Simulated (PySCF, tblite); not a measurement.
# C6H12N2OSi: geometry, infrared bands and NMR shifts

What infrared bands and NMR shifts should C6H12N2OSi (`CC(=O)N([SiH2]C#N)C(C)C`) show?

Programs: tblite 0.8.0 and PySCF 2.14.0, with density-fitted response routines of our own. Each step states its level of theory. These are calculated values for one molecule in the gas phase, unless marked as measured. Atoms are numbered from 0 throughout.

### 1 The starting structure

22 atoms, charge 0, multiplicity 1; geometry from: force field or distance geometry start.

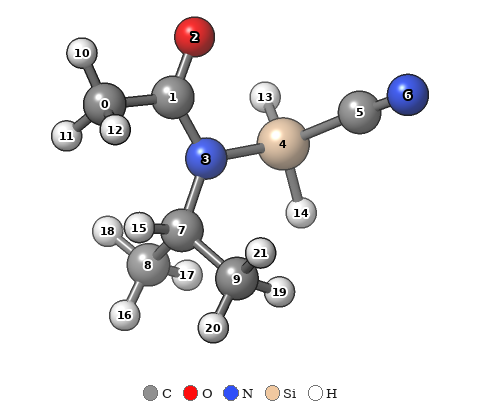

As it starts; carbon grey, oxygen red, nitrogen blue, silicon light orange, hydrogen white, atoms numbered; sticks join atoms by distance.

### 2 Geometry optimisation with GFN2-xTB

What the job is given:

```
{"job": {"kind": "relax", "xc": "GFN2-xTB", "basis": "xTB"}, "charge": 0, "multiplicity": 1}
C      1.609100    -2.022000    -0.480200
C      1.642500    -0.667200     0.191000
O      2.720500    -0.291400     0.692000
N      0.468700     0.069000     0.222800
Si     0.593400     1.607700     1.144600
C      1.547600     2.917400     0.186000
N      2.102700     3.749800    -0.417900
C     -0.819400    -0.343900    -0.342000
C     -1.814200    -0.819500     0.723500
C     -1.458400     0.683700    -1.285300
H      2.562800    -2.522600    -0.360800
H      0.828900    -2.653300    -0.022500
H      1.405800    -1.891900    -1.538500
H      1.137300     1.329000     2.491000
H     -0.803100     2.080000     1.374500
H     -0.644800    -1.221700    -0.965900
H     -2.711100    -1.242600     0.258700
H     -2.148000    -0.000400     1.367300
H     -1.370600    -1.581700     1.366700
H     -1.816500     1.569500    -0.752100
H     -2.312400     0.253400    -1.812700
H     -0.731300     1.018200    -2.041000
```

Launch:

```sh
OMP_NUM_THREADS=1 python probes_run.py task.json out
```

The driver reads the jobs from task.json and runs them one after another.

Standard output:

```text
step      E/eV     max force
  0    -832.57236    2.841
  1    -832.48470    8.621
  2    -832.70546    1.956
  3    -832.73233    2.018
  4    -832.77968    1.014
  5    -832.84514    0.915
  6    -832.88067    0.801
  7    -832.90328    0.295
  8    -832.91368    0.217
  9    -832.92416    0.293
 10    -832.93173    0.303
 11    -832.94043    0.189
 12    -832.94769    0.183
 13    -832.95404    0.185
 14    -832.95904    0.197
 15    -832.96350    0.209
 16    -832.96784    0.150
 17    -832.97197    0.171
 18    -832.97561    0.176
 19    -832.97879    0.135
 20    -832.98178    0.132
 21    -832.98505    0.144
 22    -832.98867    0.155
 23    -832.99197    0.115
 24    -832.99433    0.099
 25    -832.99600    0.119
 26    -832.99761    0.115
 27    -832.99942    0.096
 28    -833.00116    0.100
 29    -833.00262    0.086
 30    -833.00391    0.084
 31    -833.00512    0.075
 32    -833.00613    0.071
 33    -833.00691    0.053
 34    -833.00755    0.059
 35    -833.00823    0.067
 36    -833.00899    0.074
 37    -833.00970    0.066
 38    -833.01028    0.052
 39    -833.01077    0.052
 40    -833.01127    0.060
 41    -833.01180    0.057
 42    -833.01233    0.050
 43    -833.01282    0.057
 44    -833.01325    0.044
 45    -833.01369    0.050
 46    -833.01418    0.054
 47    -833.01475    0.062
 48    -833.01531    0.050
 49    -833.01575    0.054
 50    -833.01614    0.047
 51    -833.01662    0.064
 52    -833.01729    0.082
 53    -833.01813    0.071
 54    -833.01894    0.061
 55    -833.01955    0.053
 56    -833.02003    0.049
 57    -833.02048    0.048
 58    -833.02085    0.044
 59    -833.02109    0.031
 60    -833.02125    0.023
 61    -833.02138    0.022
 62    -833.02149    0.024
 63    -833.02158    0.039
 64    -833.02164    0.016
 65    -833.02169    0.025
 66    -833.02174    0.018
 67    -833.02178    0.025
 68    -833.02182    0.024
 69    -833.02188    0.020
 70    -833.02196    0.024
 71    -833.02205    0.033
 72    -833.02213    0.044
 73    -833.02220    0.040
 74    -833.02229    0.027
 75    -833.02238    0.027
 76    -833.02248    0.041
 77    -833.02256    0.036
 78    -833.02262    0.020
 79    -833.02265    0.012
 80    -833.02268    0.023
 81    -833.02272    0.031
 82    -833.02276    0.027
 83    -833.02281    0.016
 84    -833.02285    0.017
 85    -833.02290    0.030
 86    -833.02296    0.043
 87    -833.02305    0.047
 88    -833.02317    0.035
 89    -833.02329    0.023
 90    -833.02336    0.020
 91    -833.02343    0.028
 92    -833.02349    0.023
 93    -833.02354    0.017
 94    -833.02358    0.014
 95    -833.02362    0.018
 96    -833.02366    0.018
 97    -833.02371    0.016
 98    -833.02376    0.017
 99    -833.02380    0.018
100    -833.02384    0.021
101    -833.02389    0.017
102    -833.02394    0.020
103    -833.02400    0.020
104    -833.02405    0.018
105    -833.02410    0.014
106    -833.02413    0.011
107    -833.02416    0.013
108    -833.02418    0.010
```

Wall time 1.7 s (1 thread of Arm Neoverse N1, shared host).

Step by step: (not every step is listed) (the energy doesn't fall at every step)

```
step  energy from step 0 (eV)  largest force (eV/Å)
   0                   0.0000                2.8415
   1                   0.0877                8.6211
   2                  -0.1331                1.9555
   3                  -0.1600                2.0184
   4                  -0.2073                1.0141
   5                  -0.2728                0.9151
   6                  -0.3083                0.8014
   7                  -0.3309                0.2955
   8                  -0.3413                0.2169
  17                  -0.3996                0.1709
  26                  -0.4253                0.1149
  35                  -0.4359                0.0666
  44                  -0.4409                0.0442
  53                  -0.4458                0.0714
  62                  -0.4491                0.0235
  71                  -0.4497                0.0333
  80                  -0.4503                0.0234
  89                  -0.4509                0.0233
  98                  -0.4514                0.0174
 103                  -0.4516                0.0203
 104                  -0.4517                0.0184
 105                  -0.4517                0.0144
 106                  -0.4518                0.0114
 107                  -0.4518                0.0128
 108                  -0.4518                0.0096
```

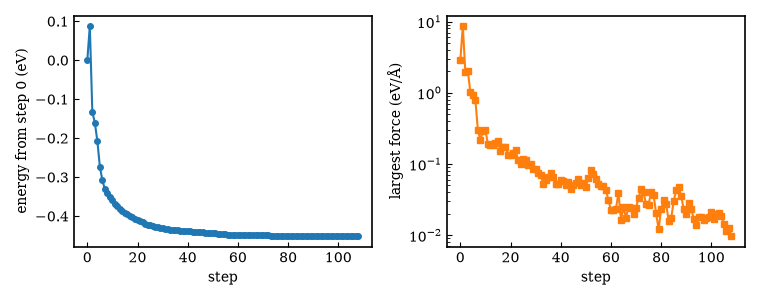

Energy and largest force along the relaxation.

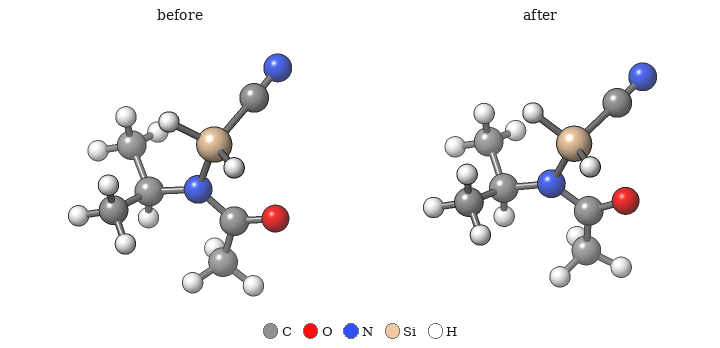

Before and after, at one scale.

Close pairs (by a distance rule), those that changed most:

```
   bond  before (Å)  after (Å)  change (Å)
  C1–N3       1.386      1.334      -0.052
Si4–H13       1.479      1.451      -0.028
  C5–N6       1.169      1.145      -0.024
  N3–C7       1.466      1.446      -0.020
Si4–H14       1.492      1.473      -0.019
 Si4–C5       1.883      1.864      -0.019
 N3–Si4       1.798      1.780      -0.019
 C0–H11       1.103      1.089      -0.014
```

The next job starts from the end point, and lists it.

### 3 Harmonic vibrations with GFN2-xTB

What the job is given:

```
{"job": {"kind": "ir", "xc": "GFN2-xTB", "basis": "xTB"}, "charge": 0, "multiplicity": 1}
C      1.715878    -1.858288    -0.567130
C      1.503411    -0.569746     0.167636
O      2.417041     0.014015     0.756282
N      0.317991     0.037512     0.240999
Si     0.647046     1.484978     1.222420
C      1.723033     2.636604     0.227306
N      2.352419     3.363218    -0.394101
C     -0.923500    -0.433722    -0.331945
C     -1.922078    -0.763658     0.776380
C     -1.490862     0.600260    -1.303132
H      2.758749    -2.145720    -0.464669
H      1.083989    -2.643271    -0.155390
H      1.481824    -1.734981    -1.622978
H      1.084261     1.191914     2.574690
H     -0.658581     2.165483     1.248704
H     -0.710363    -1.351194    -0.892430
H     -2.832458    -1.174981     0.347586
H     -2.170973     0.132526     1.337732
H     -1.497964    -1.493194     1.462967
H     -1.814397     1.488944    -0.769027
H     -2.341821     0.182471    -1.835515
H     -0.733057     0.890218    -2.027234
```

Standard output:

```text
mode    cm-1     km/mol
  1      39.3      0.45
  2      52.6      2.72
  3      67.9      2.91
  4     137.0      3.64
  5     160.1     24.00
  6     162.8     12.30
  7     164.1     14.35
  8     191.0      1.97
  9     205.0      3.56
 10     221.7      2.65
 11     301.9      9.06
 12     307.9      3.55
 13     345.2      3.41
 14     397.2     17.10
 15     442.8      3.10
 16     488.6     16.02
 17     524.0     31.28
 18     544.2     19.44
 19     575.7     35.99
 20     600.8     20.43
 21     625.2     40.85
 22     668.6     48.02
 23     759.2    268.85
 24     841.3    172.50
 25     909.1     11.68
 26     933.1      0.57
 27     941.0      2.10
 28     974.7      0.69
 29    1003.7     20.56
 30    1012.0     14.59
 31    1069.2     23.13
 32    1142.4      9.65
 33    1176.0      4.64
 34    1231.5    106.44
 35    1307.3      5.31
 36    1326.4      4.67
 37    1371.1     17.62
 38    1398.8      9.79
 39    1412.3     18.53
 40    1455.1     53.22
 41    1462.9    308.87
 42    1465.5     20.91
 43    1481.7      0.98
 44    1486.6      1.14
 45    1490.7      2.80
 46    1499.5      7.85
 47    1619.3    426.90
 48    2196.7    330.40
 49    2365.5     31.67
 50    2375.2    210.75
 51    2929.0     34.94
 52    3017.9     11.98
 53    3022.1      6.42
 54    3032.8     25.96
 55    3037.7      7.51
 56    3040.2     16.22
 57    3042.6     56.43
 58    3051.6      7.16
 59    3056.1     38.72
 60    3058.5      5.50
```

Wall time 1.8 s (1 thread of Arm Neoverse N1, shared host).

Which atoms move in the most intense modes:

```
cm⁻¹  km/mol                         atoms
 759   268.9  H14 64 %, Si4 16 %, H13 14 %
 841   172.5            H13 53 %, H14 43 %
1232   106.4              N3 39 %, C7 30 %
1463   308.9    C1 34 %, N3 29 %, H12 14 %
1619   426.9              C1 63 %, O2 32 %
2197   330.4                      H14 96 %
2375   210.8                      H13 95 %
3043    56.4            H16 63 %, H20 29 %
```

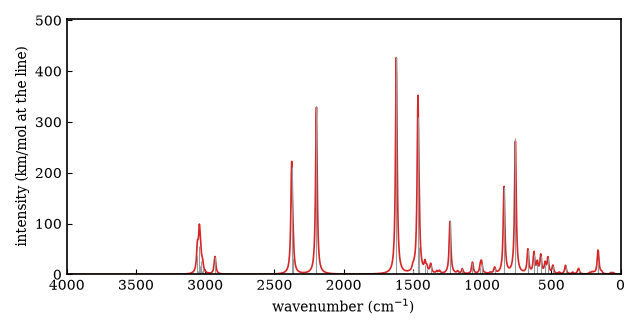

The infrared spectrum from these modes, unscaled. Lines are broadened to a width of 14 cm⁻¹ (Lorentzian).

### 4 Nuclear shieldings: PBE0/pcSseg-1

The job, as its differences from that of step 3:

```diff
@@ -1,2 +1,2 @@
-{"job": {"kind": "ir", "xc": "GFN2-xTB", "basis": "xTB"}, "charge": 0, "multiplicity": 1}
+{"job": {"kind": "nmr", "xc": "PBE0", "basis": "pcSseg-1"}, "charge": 0, "multiplicity": 1}
 C      1.715878    -1.858288    -0.567130
```

Level: GIAO PBE0/pcSseg-1 NMR shielding, non-relativistic, gas phase.

Standard output:

```text
coarse grid: 18792 points
cycle   1  E = -709.2077805927  dE =  1.341e+00  |g| = 8.942e-01  |ddm| = 4.184e+00
cycle   2  E = -708.6973864576  dE =  5.104e-01  |g| = 1.825e+00  |ddm| = 2.217e+00
cycle   3  E = -709.3597423033  dE = -6.624e-01  |g| = 2.698e-01  |ddm| = 1.705e+00
cycle   4  E = -709.3745847356  dE = -1.484e-02  |g| = 8.276e-02  |ddm| = 2.585e-01
cycle   5  E = -709.3757924696  dE = -1.208e-03  |g| = 3.264e-02  |ddm| = 7.657e-02
cycle   6  E = -709.3760135323  dE = -2.211e-04  |g| = 7.639e-03  |ddm| = 2.577e-02
cycle   7  E = -709.3760204510  dE = -6.919e-06  |g| = 5.027e-03  |ddm| = 6.637e-03
cycle   8  E = -709.3760257071  dE = -5.256e-06  |g| = 7.493e-04  |ddm| = 3.129e-03
final grid: 176832 points
cycle   9  E = -709.4435845529  dE = -4.525e-05  |g| = 1.365e-02  |ddm| = 3.953e-02
cycle  10  E = -709.4434930285  dE =  9.152e-05  |g| = 2.562e-02  |ddm| = 2.819e-02
cycle  11  E = -709.4436210484  dE = -1.280e-04  |g| = 3.492e-03  |ddm| = 2.043e-02
cycle  12  E = -709.4436236317  dE = -2.583e-06  |g| = 4.237e-04  |ddm| = 2.645e-03
cycle  13  E = -709.4436236468  dE = -1.502e-08  |g| = 3.447e-04  |ddm| = 5.092e-04
cycle  14  E = -709.4436236702  dE = -2.346e-08  |g| = 8.861e-05  |ddm| = 2.219e-04
cycle  15  E = -709.4436236719  dE = -1.674e-09  |g| = 2.489e-05  |ddm| = 8.151e-05
cycle  16  E = -709.4436236720  dE = -1.235e-10  |g| = 5.235e-06  |ddm| = 2.241e-05
converged SCF energy = -709.4436236720

GIAO shielding tensors (ppm)
atom      isotropic    diamagn.    paramagn.     s11        s22        s33       span
  0 C      166.613     251.385     -84.772    155.486    156.244    188.110     32.624
  1 C        4.056     252.505    -248.449    -62.263    -24.121     98.553    160.816
  2 O     -107.983     405.675    -513.658   -338.202   -184.766    199.019    537.221
  3 N      106.162     336.753    -230.590     12.731    133.106    172.651    159.920
  4 Si     447.190     880.619    -433.429    394.475    454.671    492.424     97.948
  5 C       62.262     263.616    -201.354    -52.929    -48.089    287.802    340.731
  6 N      -84.040     338.747    -422.786   -293.272   -260.695    301.848    595.119
  7 C      137.149     243.356    -106.207    119.620    131.370    160.456     40.836
  8 C      161.090     249.049     -87.959    143.327    154.044    185.899     42.572
  9 C      161.805     250.006     -88.200    143.651    156.334    185.431     41.779
 10 H       29.285      27.910       1.375     24.857     27.670     35.329     10.472
 11 H       29.641      30.695      -1.054     25.182     29.457     34.284      9.102
 12 H       29.568      31.090      -1.522     25.315     29.192     34.197      8.882
 13 H       26.851      29.255      -2.403     23.874     24.274     32.407      8.533
 14 H       27.078      31.510      -4.432     23.431     27.588     30.214      6.783
 15 H       28.308      34.855      -6.547     24.805     27.943     32.176      7.372
 16 H       30.541      30.123       0.418     26.258     27.658     37.707     11.449
 17 H       30.473      31.761      -1.288     26.628     30.056     34.735      8.107
 18 H       30.508      31.439      -0.931     26.641     28.607     36.276      9.635
 19 H       30.138      32.443      -2.305     26.608     29.449     34.358      7.749
 20 H       30.497      30.669      -0.172     26.199     27.688     37.605     11.406
 21 H       30.249      32.755      -2.506     26.641     28.423     35.682      9.041
```

It took 1.8 min on 1 thread of Arm Neoverse N1, shared host; peak memory 1.1 GiB.

The references, computed at this level on geometries of the same kind, shield at (ppm): ¹H TMS 31.72, ¹³C TMS 186.9, ²⁹Si TMS 349.2, ¹⁵N NH3 267.7, ¹⁷O H2O 336.1. Their shielding less the atom's gives the shift. The references are single molecules in the gas phase, so shifts against H2O, NH3, PH3, H3PO4 or CFCl3 are not on the usual liquid scales and can be off by tens of ppm. Atoms listed in one row are averaged.

```
                       atoms                                  environment  σ (ppm)  δ (ppm)  δ scaled to CDCl3
                          C1                        amide carbonyl carbon      4.1    182.9              176.6
                          C5                               nitrile carbon     62.3    124.7              119.8
                          C7                           sp3 CH bonded to N    137.1     49.8               46.7
                      C8, C9                                methyl carbon    161.4     25.5               23.0
                          C0                methyl carbon α to a carbonyl    166.6     20.3               17.9
                    H13, H14         hydrogen on a silicon bonded to C, N    26.96     4.75                  –
                         H15            hydrogen on an sp3 CH bonded to N    28.31     3.41               3.32
               H10, H11, H12  hydrogen on a methyl carbon α to a carbonyl    29.50     2.22               2.20
H16, H17, H18, H19, H20, H21                  hydrogen on a methyl carbon    30.40     1.32               1.35
                          O2                   amide-type carbonyl oxygen   -108.0    444.1                  –
                          N6                             nitrile nitrogen    -84.0    351.8                  –
                          N3                          amide-type nitrogen    106.2    161.6                  –
                         Si4                  silicon bonded to C, N, 2 H    447.2    -98.0                  –
```

The scaled column applies a straight-line fit of computed shieldings to shifts measured in CDCl3 (root-mean-square error 0.16 ppm for H, 1.9 ppm for C).

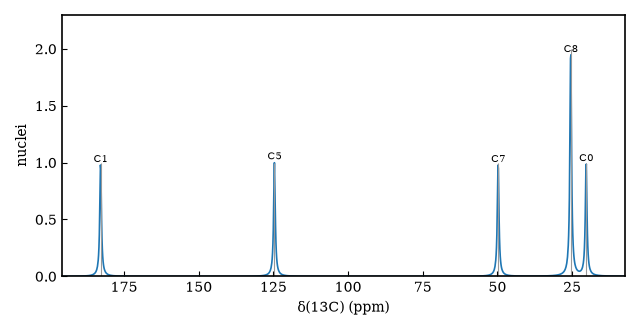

¹³C lines at the computed shifts, without couplings. Lines are broadened to a width of 0.65 ppm (Lorentzian).

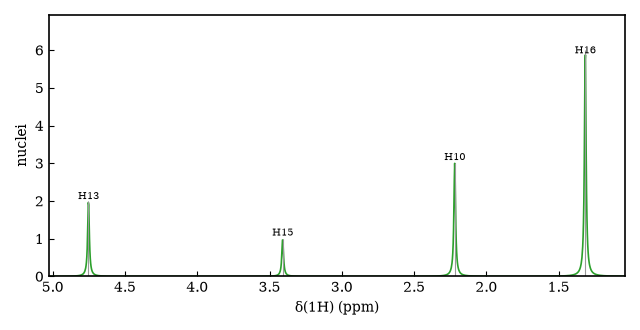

¹H lines at the computed shifts, without couplings. Lines are broadened to a width of 0.01 ppm (Lorentzian).

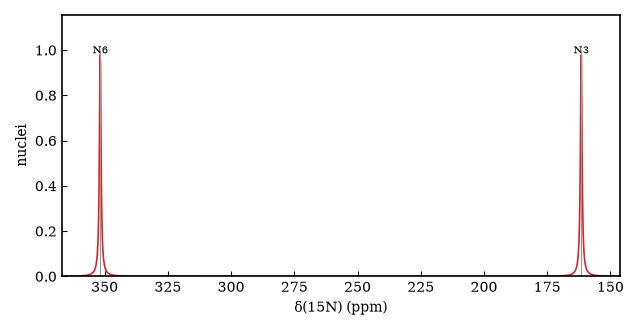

¹⁵N lines at the computed shifts, without couplings. Lines are broadened to a width of 0.76 ppm (Lorentzian).

The run also stored atomic charges by several schemes (e):

```
 atoms  Mulliken    IAO  Hirshfeld  ESP fit
    C0     -0.24  -0.47      -0.11    -0.57
    C1      0.43   0.43       0.19     0.70
    O2     -0.49  -0.50      -0.24    -0.54
    N3     -0.76  -0.43      -0.12    -0.42
   Si4      0.85   0.89       0.39     0.34
    C5     -0.18  -0.15      -0.04     0.28
    N6     -0.21  -0.20      -0.21    -0.43
    C7     -0.13   0.01       0.03     0.53
C8, C9     -0.21  -0.42      -0.12    -0.61
```

ESP fit charges:

C0 -0.57; C1 0.70; O2 -0.54; N3 -0.42; Si4 0.34; C5 0.28; N6 -0.43; C7 0.53; C8 -0.61; C9 -0.62; H10 0.18; H11 0.16; H12 0.17; H13 -0.02; H14 -0.12; H15 0.00; H16 0.15; H17 0.18; H18 0.14; H19 0.18; H20 0.16; H21 0.15

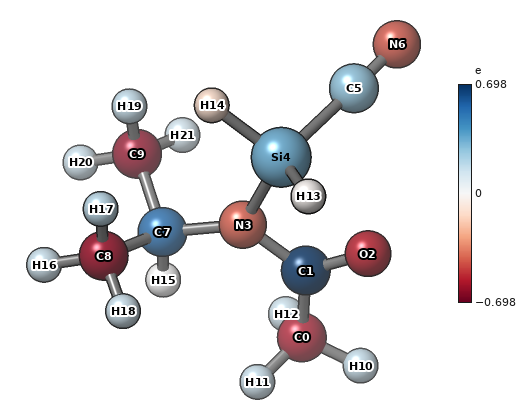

ESP fit charges, as colours on the atoms.

Mayer bond orders: C0–C1 1.03, C1–O2 1.68, C1–N3 1.20, N3–Si4 0.79, Si4–C5 0.81, C5–N6 2.94, N3–C7 0.85, C7–C8 1.04, C7–C9 1.05.

### 5 What came out

```
                                                               quantity                               value
                              strongest single infrared mode (GFN2-xTB)               1619 cm⁻¹, 427 km/mol
                                           zero-point energy (GFN2-xTB)                      107.5 kcal/mol
¹³C shifts against TMS (PBE0/pcSseg-1, means over atoms taken as alike)  182.9, 124.7, 49.8, 25.5, 20.3 ppm
 ¹H shifts against TMS (PBE0/pcSseg-1, means over atoms taken as alike)          4.75, 3.41, 2.22, 1.32 ppm
                                 ¹⁷O shifts against H2O (PBE0/pcSseg-1)                           444.1 ppm
                                 ¹⁵N shifts against NH3 (PBE0/pcSseg-1)                    351.8, 161.6 ppm
                                ²⁹Si shifts against TMS (PBE0/pcSseg-1)                           -98.0 ppm
```

Relaxing lowered the energy by 0.452 eV in 108 steps; the close pair that moved most is C1–N3, from 1.386 to 1.334 Å. All 60 modes are real, so the xTB geometry is a minimum. The strongest single mode, at 1619 cm⁻¹, moves mainly C1 and O2. GFN2-xTB is a fitted tight-binding method: band positions and strengths are rough. Its intensities can rank the bands wrongly. At PBE0/pcSseg-1: The widest tensor belongs to N6: span 595 ppm, with a paramagnetic part of -423 ppm.
